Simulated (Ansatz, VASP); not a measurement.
**MgCd2HgTe4 in two plane-wave programs**

One calculation is typed for both programs; each brings its own data sets and cutoff. How far apart do they land? The cell is invented: As first built, before any earlier steps moved the atoms: it takes the CdHgSe2 structure with some of its atoms replaced by other elements, volume scaled by an estimate. It may not be a known or stable phase. The cell comes out of the VASP series on this material, whose earlier steps may have relaxed, scaled or displaced it; both programs get it as it stands.

Calculated with Ansatz 0.2.0; plane waves, with VASP 6.6.1 beside it; relaxation of cell and atoms at PBE.

## Step 1: Set-up

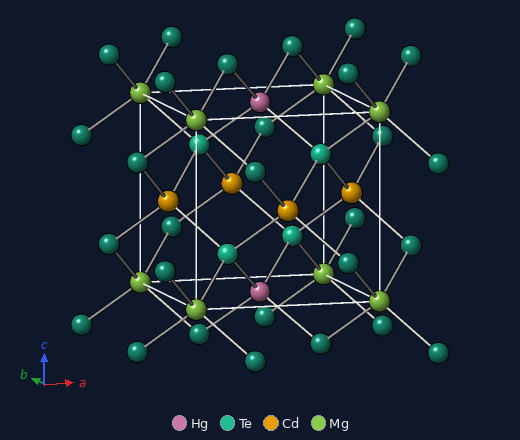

Start, viewed slightly off an axis; mercury pink, tellurium teal, cadmium orange, magnesium green. Some periodic images of atoms are drawn too.

Coordinates:

```
Hg Te Cd Mg
1.0
     6.59098    0.00000    0.00000
     0.00000    6.59098    0.00000
     0.00000    0.00000    6.59286
Hg Te Cd Mg
1 4 2 1
Direct
  0.50000 0.50000 0.00000
  0.75387 0.75387 0.24806
  0.24613 0.24613 0.24806
  0.75387 0.24613 0.75194
  0.24613 0.75387 0.75194
  0.00000 0.50000 0.50000
  0.50000 0.00000 0.50000
  0.00000 0.00000 0.00000
```

## Step 2: VASP: relaxation of cell and atoms, PBE

The relaxed volume is the usual yardstick between codes: its relative difference is about their pressure difference at one cell divided by the bulk modulus.

Lines of VASP's logs that name or quote its potential files are left out, and so is its time.

Contents of INCAR:

```
SYSTEM = MgCd2HgTe4
PREC = Accurate
ENCUT = 400
EDIFF = 1E-06
NELM = 100
ISMEAR = -1
SIGMA = 0.05
LREAL = .FALSE.
ALGO = Normal
GGA = PE
LORBIT = 11
LWAVE = .FALSE.
LCHARG = .FALSE.
KPAR = 4
IBRION = 2
NSW = 60
ISIF = 3
EDIFFG = -0.01
```

Contents of POSCAR:

```
MgCd2HgTe4
1.0
    6.5909827017      0.0000000000      0.0000000000
    0.0000000000      6.5909827017      0.0000000000
    0.0000000000      0.0000000000      6.5928600466
Hg Te Cd Mg
1 4 2 1
Direct
    0.5000000000      0.5000000000      0.0000000000
    0.7538742278      0.7538742278      0.2480612862
    0.2461257722      0.2461257722      0.2480612862
    0.7538742278      0.2461257722      0.7519387138
    0.2461257722      0.7538742278      0.7519387138
    0.0000000000      0.5000000000      0.5000000000
    0.5000000000      0.0000000000      0.5000000000
    0.0000000000      0.0000000000      0.0000000000
```

Contents of KPOINTS:

```
Automatic mesh
0
Gamma
4 4 4
0 0 0
```

Potentials, in the order of the species: Hg, Te, Cd and Mg (PBE family, release 64).

On the command line:

```bash
mpirun -np 4 vasp_std
```

Numbers of over 12 decimals in the logs are rounded to 6 here.

What it wrote:

```text
[banner, memory and clock lines left out]
running    4 mpi-ranks, on    1 nodes
 distrk:  each k-point on    1 cores,    4 groups
 distr:  one band on    1 cores,    1 groups

 POSCAR found type information on POSCAR HgTeCdMg
 POSCAR found :  4 types and       8 ions
 LDA part: xc-table for (Slater+PW92), standard interpolation
 POSCAR, INCAR and KPOINTS ok, starting setup
 FFT: planning ... GRIDC
 FFT: planning ... GRID_SOFT
 FFT: planning ... GRID
 WAVECAR not read
 entering main loop
       N       E                     dE             d eps       ncg     rms          rms(c)
DAV:   1     0.343686517565E+03    0.34369E+03   -0.22642E+04  1332   0.114E+03
DAV:   2     0.964372030267E+00   -0.34272E+03   -0.33314E+03  1576   0.278E+02
DAV:   3    -0.201554112532E+02   -0.21120E+02   -0.21012E+02  1582   0.717E+01
DAV:   4    -0.205257382686E+02   -0.37033E+00   -0.37004E+00  1693   0.862E+00
DAV:   5    -0.205306235583E+02   -0.48853E-02   -0.48849E-02  1560   0.105E+00    0.954E+00
DAV:   6    -0.196489700404E+02    0.88165E+00   -0.21571E+00  1493   0.113E+01    0.786E+00
DAV:   7    -0.196066739011E+02    0.42296E-01   -0.83496E-01  1447   0.366E+00    0.346E+00
DAV:   8    -0.196094040848E+02   -0.27302E-02   -0.62629E-02  1463   0.206E+00    0.107E+00
DAV:   9    -0.196113264750E+02   -0.19224E-02   -0.81563E-03  1523   0.762E-01    0.307E-01
DAV:  10    -0.196113892397E+02   -0.62765E-04   -0.13610E-03  1430   0.272E-01    0.133E-01
DAV:  11    -0.196116626778E+02   -0.27344E-03   -0.14699E-03  1512   0.216E-01    0.672E-02
DAV:  12    -0.196116233216E+02    0.39356E-04   -0.18321E-04  1482   0.103E-01    0.627E-02
DAV:  13    -0.196116209699E+02    0.23517E-05   -0.13314E-05  1484   0.143E-02    0.478E-02
DAV:  14    -0.196116213882E+02   -0.41830E-06   -0.12532E-05  1401   0.176E-02    0.162E-02
DAV:  15    -0.196116193307E+02    0.20575E-05   -0.65736E-06  1439   0.129E-02    0.342E-03
DAV:  16    -0.196116194002E+02   -0.69455E-07   -0.78163E-07   806   0.427E-03
   1 F= -.19611619E+02 E0= -.19611554E+02  d E =-.196116E+02
 curvature:   0.00 expect dE= 0.000E+00 dE for cont linesearch  0.000E+00
 trial: gam= 0.00000 g(F)=  0.441E-05 g(S)=  0.391E-04 ort = 0.000E+00 (trialstep = 0.100E+01)
 search vector abs. value=  0.435E-04
 reached required accuracy - stopping structural energy minimisation
```

OUTCAR, selected parts (step 2):

```text
ion  position               nearest neighbor table
   1  0.500  0.500  0.000-   2 2.88   3 2.88   4 2.88   5 2.88
   2  0.754  0.754  0.248-   8 2.82   7 2.86   6 2.86   1 2.88
   3  0.246  0.246  0.248-   8 2.82   7 2.86   6 2.86   1 2.88
   4  0.754  0.246  0.752-   8 2.82   7 2.86   6 2.86   1 2.88
   5  0.246  0.754  0.752-   8 2.82   7 2.86   6 2.86   1 2.88
   6  0.000  0.500  0.500-   2 2.86   3 2.86   4 2.86   5 2.86
   7  0.500  0.000  0.500-   2 2.86   3 2.86   4 2.86   5 2.86
   8  0.000  0.000  0.000-   2 2.82   3 2.82   4 2.82   5 2.82

  LATTYP: Found a simple tetragonal cell.
 ALAT       =     6.5909827017
 C/A-ratio  =     1.0002848354

 Subroutine GETGRP returns: Found  8 space group operations
 (whereof  8 operations were pure point group operations)

The static configuration has the point symmetry D_2d.

 Found     18 irreducible k-points:

   k-points           NKPTS =     18   k-points in BZ     NKDIM =     18   number of bands    NBANDS=     37

   dimension x,y,z NGX =    48 NGY =   48 NGZ =   48
   dimension x,y,z NGXF=    96 NGYF=   96 NGZF=   96

   ENCUT  =  400.0 eV  29.40 Ry    5.42 a.u.  10.75 10.75 10.75*2*pi/ulx,y,z

   NELECT =      62.0000    total number of electrons

 k-points in reciprocal lattice and weights: Automatic mesh
   0.00000000  0.00000000  0.00000000       0.016
   0.25000000  0.00000000  0.00000000       0.062
   0.50000000  0.00000000  0.00000000       0.031
   0.25000000  0.25000000  0.00000000       0.062
   0.50000000  0.25000000  0.00000000       0.062
   0.50000000  0.50000000  0.00000000       0.016
   0.00000000  0.00000000  0.25000000       0.031
   0.25000000  0.00000000  0.25000000       0.125
   0.50000000  0.00000000  0.25000000       0.062
[...]
0.50000000  0.25000000  0.50000000       0.062
   0.50000000  0.50000000  0.50000000       0.016

 average (electrostatic) potential at core
       1 -40.8518       2 -91.6099       3 -91.6099       4 -91.6099       5 -91.6099
       6 -39.3264       7 -39.3264       8 -39.5126

 E-fermi :   2.2362

 k-point     1 :       0.0000    0.0000    0.0000
  band No.  band energies     occupation
    ...
     27       0.3443      2.00000
     28       0.3443      2.00000
     29       1.9027      1.99747
     30       1.9027      1.99747
     31       1.9313      1.99552
     32       2.4925      0.01183
     33       3.9977      0.00000
     34       4.5029      0.00000
     35       4.6817      0.00000
     36       4.7127      0.00000
    ...

 k-point     2 :       0.2500    0.0000    0.0000
  band No.  band energies     occupation
    ...
     27       0.4757      2.00000
     28       0.4818      2.00000
     29       0.7678      2.00000
     30       1.6041      1.99999
     31       1.6287      1.99999
     32       3.6339      0.00000
     33       4.4684      0.00000
     34       4.8630      0.00000
     35       5.0332      0.00000
     36       5.3302      0.00000
    ...

 k-point     3 :       0.5000    0.0000    0.0000
  band No.  band energies     occupation
    ...
     27       0.0223      2.00000
     28       0.8459      2.00000
     29       0.8539      2.00000
     30       1.1269      2.00000
     31       1.1405      2.00000
     32       4.3271      0.00000
     33       4.8901      0.00000
     34       5.3910      0.00000
     35       5.3987      0.00000
     36       5.7839      0.00000
    ...

  Total        0.0121886      0.0121886      0.0786484      0.0000000      0.0000000      0.0000000
  in kB        0.0681853      0.0681853      0.4399731      0.0000000      0.0000000      0.0000000
  external PRESSURE =       0.1921146 kB  Pullay stress =       0.0000000 kB

  energy-cutoff  :      400.00
  volume of cell :      286.40
      direct lattice vectors                 reciprocal lattice vectors
     6.590982702  0.000000000  0.000000000     0.151722443  0.000000000  0.000000000
     0.000000000  6.590982702  0.000000000     0.000000000  0.151722443  0.000000000
     0.000000000  0.000000000  6.592860047     0.000000000  0.000000000  0.151679240

 POSITION                                       TOTAL-FORCE (eV/Angst)
 -----------------------------------------------------------------------------------
      3.29549      3.29549      0.00000         0.000000     -0.000000      0.000000
      4.96877      4.96877      1.63543         0.000319      0.000319      0.004761
      1.62221      1.62221      1.63543        -0.000319     -0.000319      0.004761
      4.96877      1.62221      4.95743         0.000319     -0.000319     -0.004761
      1.62221      4.96877      4.95743        -0.000319      0.000319     -0.004761
      0.00000      3.29549      3.29643         0.000000      0.000000      0.000000
      3.29549      0.00000      3.29643        -0.000000      0.000000      0.000000
      0.00000      0.00000      0.00000         0.000000      0.000000      0.000000
 -----------------------------------------------------------------------------------
    total drift:                               -0.000000     -0.000000     -0.000000

  FREE ENERGIE OF THE ION-ELECTRON SYSTEM (eV)
  ---------------------------------------------------
  free  energy   TOTEN  =       -19.6116194002 eV

  energy  without entropy=      -19.6114886730  energy(sigma->0) =      -19.61155404

 reached required accuracy - stopping structural energy minimisation

 total charge
# of ion       s       p       d       tot
------------------------------------------
    1        0.725   0.358   9.368  10.451
    2        1.353   2.041   0.018   3.411
    3        1.353   2.041   0.018   3.411
    4        1.353   2.041   0.018   3.411
    5        1.353   2.041   0.018   3.411
    6        0.462   0.285   9.529  10.276
    7        0.462   0.285   9.529  10.276
    8        0.176   0.125   0.022   0.323
--------------------------------------------------
tot          7.235   9.215  28.520  44.970

[... 3 further parts left out ...]
```

## Step 3: Ansatz: relaxation of cell and atoms, PBE

Ansatz runs on its default PAW (the set named soft_2) files.

The same cell, functional, mesh and smearing now go to Ansatz, which takes its cutoff from its data sets.

Contents of input.yaml:

```yaml
crystal:
  lattice:
    - [6.5909827017, 0.0, 0.0]
    - [0.0, 6.5909827017, 0.0]
    - [0.0, 0.0, 6.5928600466]
  atoms:
    - { symbol: Hg, position: [0.5, 0.5, 0.0] }
    - { symbol: Te, position: [0.7538742278, 0.7538742278, 0.2480612862] }
    - { symbol: Te, position: [0.2461257722, 0.2461257722, 0.2480612862] }
    - { symbol: Te, position: [0.7538742278, 0.2461257722, 0.7519387138] }
    - { symbol: Te, position: [0.2461257722, 0.7538742278, 0.7519387138] }
    - { symbol: Cd, position: [0.0, 0.5, 0.5] }
    - { symbol: Cd, position: [0.5, 0.0, 0.5] }
    - { symbol: Mg, position: [0.0, 0.0, 0.0] }
hamiltonian:
  xc: pbe
  pseudopotentials: { kind: paw }
kpoints:
  mp_grid: { grid: [4, 4, 4] }
scf:
  occupations: { method: fermi_dirac, width: 0.05 }
relax:
  f_tol: 0.01
  max_steps: 60
  cell: { stress_tol: 0.05 }
output:
  forces: true
  stress: true
```

On the command line:

```bash
ansatz run input.yaml --threads 4 --pin off --max-ram 9216MiB --backend cpu --events-out ev --progress --plain --runs-dir out
```

What it wrote:

```text
Engine: ansatz 0.2.0, aarch64-unknown-linux-gnu
Pseudopotentials: kind: paw
Pseudopotential: Hg, paw, valence charge 20, recommended cutoff 420 eV (normal), Hg.paw.azcp
Pseudopotential: Te, paw, valence charge 16, recommended cutoff 420 eV (normal), Te.paw.azcp
Pseudopotential: Cd, paw, valence charge 20, recommended cutoff 420 eV (normal), Cd.paw.azcp
Pseudopotential: Mg, paw, valence charge 10, recommended cutoff 420 eV (normal), Mg.paw.azcp
Functional definition: PBE
  parameter kappa = 0.804
  parameter beta = 0.066725
  exchange = pbe_x(kappa = kappa, mu = beta*pi^2/3)
  correlation = pbe_c(beta = beta)
Crystal: 8 atoms, lattice volume = 286.401 Å³
Basis set: ecut = 420 eV, 5575 PW (Γ), exchange–correlation on 90×90×90 points (8 copies of the dense FFT grid, shifted against one another)
Bands: 81, of which v1, the nominal top of the filled ones, is band 67 counted from 1 (66 counted from 0)
Symmetry: 8 space group operations
Space group: P-42m (ITA 111), of the structure as read, at distance tolerance 6.6e-5 Å
k-points: 18 of 64 (time reversal used)
Non-local potential: Hg, projectors of the file, l = 0: 3, l = 1: 2, l = 2: 2, l = 3: 1
Non-local potential: Te, projectors of the file, l = 0: 2, l = 1: 2, l = 2: 2, l = 3: 2
Non-local potential: Cd, projectors of the file, l = 0: 3, l = 1: 2, l = 2: 2, l = 3: 1
Non-local potential: Mg, projectors of the file, l = 0: 3, l = 1: 2, l = 2: 1
PAW form: soft (Blöchl's): semilocal exchange-correlation on the pseudo side does not see the compensation charge
PAW one-centre angular grid: Hg, 590 points (default); XC on 64 Gauss nodes
PAW one-centre angular grid: Te, 590 points (default); XC on 64 Gauss nodes
PAW one-centre angular grid: Cd, 590 points (default); XC on 64 Gauss nodes
PAW one-centre angular grid: Mg, 110 points (default); XC on 64 Gauss nodes
Initial density: superposition of atomic densities (neutral atoms: chi_scale 0, normalization atom), corrected by the library's trained network
Initial wavefunctions: pseudopotential atomic-orbital guess
Functional: x = pbe(κ = 0.804, μ = 0.219515), c = pbe(β = 0.066725)
SCF iter   1: F=—  HF=-60169.889515 eV  |F-HF|=—  |Δ(HF+E_count)|=         —  Δρ=1.05e-3  dr2=7.32e-3  ethr=1.77e-3  ⟨swp⟩=6.5  Hψ=5496  notcnv=0  defer=22
preconditioner: auto → Resta (q_TF=auto, 2.404 Å⁻¹)  ε∞=3.8  [insulator: Δε(μ)=0.552 eV  Ē_g=10.335 eV  σ=0.050 eV  W_gap=0.99  n_scr=80 (ndim 8)  ℏωp=17.3 eV  f_vac=0.188  D(μ)=0.01/eV (n_scr^D=0)  ε∞_Penn≈3.8]
SCF iter   2: F=—  HF=-60169.889518 eV  |F-HF|=—  |Δ(HF+E_count)|=   2.27e-6  Δρ=6.45e-4  dr2=2.65e-3  ethr=5.46e-6  ⟨swp⟩=2.5  Hψ=2681  notcnv=0  defer=57
SCF iter   3: F=—  HF=-60169.889514 eV  |F-HF|=—  |Δ(HF+E_count)|=   3.41e-6  Δρ=3.16e-4  dr2=2.48e-4  ethr=1.98e-6  ⟨swp⟩=2.0  Hψ=1901  notcnv=0  defer=57
SCF iter   4: F=—  HF=-60169.889496 eV  |F-HF|=—  |Δ(HF+E_count)|=   1.80e-5  Δρ=1.15e-4  dr2=6.38e-5  ethr=1.85e-7  ⟨swp⟩=2.0  Hψ=1784  notcnv=0  defer=57
SCF iter   5: F=—  HF=-60169.889446 eV  |F-HF|=—  |Δ(HF+E_count)|=   5.02e-5  Δρ=4.36e-5  dr2=1.10e-5  ethr=4.76e-8  ⟨swp⟩=2.2  Hψ=2337  notcnv=0  defer=57
SCF iter   6: F=—  HF=-60169.889450 eV  |F-HF|=—  |Δ(HF+E_count)|=   4.31e-6  Δρ=1.59e-5  dr2=1.03e-6  ethr=8.25e-9  ⟨swp⟩=2.0  Hψ=2294  notcnv=0  defer=57
SCF iter   7: F=—  HF=-60169.889452 eV  |F-HF|=—  |Δ(HF+E_count)|=   1.74e-6  Δρ=6.20e-6  dr2=1.08e-7  ethr=7.70e-10  ⟨swp⟩=2.1  Hψ=2355  notcnv=0  defer=57
SCF iter   8: F=-60169.889452 eV  HF=-60169.889452 eV  |F-HF|=6.69e-9  |Δ(HF+E_count)|=   2.01e-7  Δρ=3.13e-6  dr2=3.16e-8  ethr=7.46e-11  ⟨swp⟩=4.7  Hψ=4713  notcnv=0
SCF 1 converged in 8 iterations: F = -60169.889452 eV  dr2 = 3.16e-8
  greatest PAW one-centre occupation: 1.000 electrons in one spin orbital (limit 2), on the Hg atom at site 0 (counted from 0), in its partial waves of l = 0
relax step   1: F+E_penalty+E_count = -60169.88945230 eV  Δ(F+E_penalty+E_count) = +0.000e0 eV  max|allowed force component| = 1.462e-2 eV/Å  Δτ_max = 0.0000 Å  P = +0.108 GPa  Ω = 286.401 Å³  (8 SCF iters, dr2 threshold 1.00e-7 eV, accepted)
[...]
relax step   2: F+E_penalty+E_count = -60169.88955300 eV  Δ(F+E_penalty+E_count) = -1.007e-4 eV  max|allowed force component| = 1.313e-2 eV/Å  Δτ_max = 0.0051 Å  P = -0.044 GPa  Ω = 287.701 Å³  energy of the carried Pulay correction = -2.266e-4 eV  (5 SCF iters, dr2 threshold 4.40e-8 eV, accepted)
[...]
relax step   3: F+E_penalty+E_count = -60169.88972769 eV  Δ(F+E_penalty+E_count) = -1.747e-4 eV  max|allowed force component| = 3.172e-3 eV/Å  Δτ_max = 0.0027 Å  P = -0.009 GPa  Ω = 287.387 Å³  energy of the carried Pulay correction = -1.719e-4 eV  (5 SCF iters, dr2 threshold 1.08e-8 eV, accepted)
[...]
relax step   4: F+E_penalty+E_count = -60169.88989006 eV  Δ(F+E_penalty+E_count) = -1.624e-4 eV  max|allowed force component| = 3.166e-3 eV/Å  Δτ_max = 0.0000 Å  P = -0.009 GPa  Ω = 287.387 Å³  stress off target by 1.28e-2 GPa  SCF on the basis re-selected at this cell (its energy is not comparable with the rows above)  (5 SCF iters)
basis re-selected at this cell: Δ(F+E_penalty+E_count) = -1.624e-4 eV, ΔP = -0.000 GPa vs the last step (what re-selecting the basis moved, of the pressure what is left beyond the Pulay correction that the steps carried, after the strain that the cell walked since its last selection, with what the two solves' SCF thresholds leave and, on support functions, any second-order correction that the steps lacked; it is no m [...]
SCF converged after 5 iterations
Free energy (F): -60169.889890 eV
Harris-Foulkes:  -60169.889890 eV  (|F-HF|=2.18e-11)
Internal energy: -60169.889754 eV  (E = F + TS)
E sigma→0 (E₀):  -60169.889822 eV
Entropy (-TS):   -0.000136 eV (-0.017 meV/atom)
Fermi energy:    6.526319 eV
--- Per-component energies (eV) ---
  E_band       = -3122.810572
  E_kinetic    = 2407.720783
  E_local      = -19698.596944  (includes V_loc(G=0)·N_el)
  E_nonlocal   = -1005.082955
  E_hartree    = 9701.172906
  E_xc         = -1097.672470
  E_vxc        = -1156.299014  (∫ρ·V_xc dr)
  E_paw        = -37054.783862  (= ΣΔE_a)
  E_vpaw       = -3072.898479  (= ΣTr[D̂ρ^β])
  E_aug_tail   = 0.000172  (compensation charges beyond the density's cutoff)
  E_ewald      = -13422.647386
  E_smearing   = -0.000136  (= −TS)
  E_closure    = 0.000000  (closes the sum)
  Σ components = -60169.889890   (vs F -60169.889890, Δ=0.00e0)
--- Forces (eV/Å), atoms counted from 1 ---
  atom   1  Hg     0.00000000     0.00000000     0.00000000
  atom   2  Te     0.00015151     0.00015151     0.00316629
  atom   3  Te    -0.00015151    -0.00015151     0.00316629
  atom   4  Te     0.00015151    -0.00015151    -0.00316629
  atom   5  Te    -0.00015151     0.00015151    -0.00316629
  atom   6  Cd     0.00000000     0.00000000     0.00000000
  atom   7  Cd     0.00000000     0.00000000     0.00000000
  atom   8  Mg    -0.00000000     0.00000000     0.00000000
  max |Σ_I F_I| component: 7.81e-18 eV/Å
--- Stress (GPa, compression-positive) ---
       -0.012762       0.000000       0.000000
        0.000000      -0.012762      -0.000000
        0.000000      -0.000000      -0.002327
  P = ⅓ Tr σ = -0.0093 GPa (-0.093 kbar)
--- Relaxed structure (3 steps of the walk, 3 accepted, 1 SCFs on fresh bases) ---
  F+E_penalty+E_count = -60169.88989006 eV   max|allowed force component| = 3.166e-3 eV/Å   (the final SCF, on the basis selected at the relaxed cell)
  cell:  # Å, volume = 287.3867 Å³
    - [6.594905, 0.0, 0.0]
    - [0.0, 6.594905, 0]
    - [0.0, 0, 6.607688]
  atoms:
    - { symbol: Hg, position: [0.500000, 0.500000, 0] }
    - { symbol: Te, position: [0.753702, 0.753702, 0.248352] }
    - { symbol: Te, position: [0.246298, 0.246298, 0.248352] }
    - { symbol: Te, position: [0.753702, 0.246298, 0.751648] }
    - { symbol: Te, position: [0.246298, 0.753702, 0.751648] }
    - { symbol: Cd, position: [0, 0.500000, 0.5] }
    - { symbol: Cd, position: [0.500000, 0, 0.5] }
    - { symbol: Mg, position: [0, 0, 0] }
```

Run time: 26 s. Hardware: 4 threads of Arm Neoverse V2, shared host; peak memory 0.91 GiB.

## Step 4: Differences

Known differences besides the PAW data sets themselves: both relaxations stop at a tolerance, which leaves soft axes loose, and VASP keeps its plane-wave basis; the data sets hold 134 valence electrons in Ansatz (default PAW (the set named soft_2) files) and 62 in VASP; the cutoff is 420 eV in Ansatz and 400 eV in VASP; VASP leaves aspherical gradient terms in its spheres out (LASPH is not set), Ansatz keeps them; Ansatz adds a Pulay correction to the stress that steers its cell, VASP none. Total energies have different zeros and are not compared.

Compared:

| quantity | Ansatz | VASP | difference |
| --- | --- | --- | --- |
| volume (Å³) | 287.39 | 286.40 | +0.34 % |
| edge a after relaxation, in the typed setting (Å) | 6.595 | 6.591 | +0.06 % |
| edge c after relaxation, in the typed setting (Å) | 6.608 | 6.593 | +0.22 % |

The walks stopped with -0.01 GPa left in Ansatz and 0.02 GPa in VASP; each walk ends within a tolerance, so the volume difference is uncertain by about these residues over the bulk modulus, most in soft cells.

## Step 5: Outcome

* difference in volume (relaxation of cell and atoms, PBE): 0.34 %

The difference in volume is 0.34 % (relaxation of cell and atoms, PBE), within the 1.2 % picked in this series as the mark of a large difference, as far as the stopping tolerances let one tell. How closely two codes agree says nothing of how well the functional describes the real material.

[Lines on the potential files, build, host, timing and source positions are cut from VASP's logs without a mark.]

[Logs are printed without paths, hosts, clocks, repeated set-up lines and the standing remarks that a program may print on its own settings, such as how far it seeks lower states.]

[Hosts, paths, dates, database ids (printed as entryN), source tags and the programs' standing remarks are cut or masked in the printed files.]
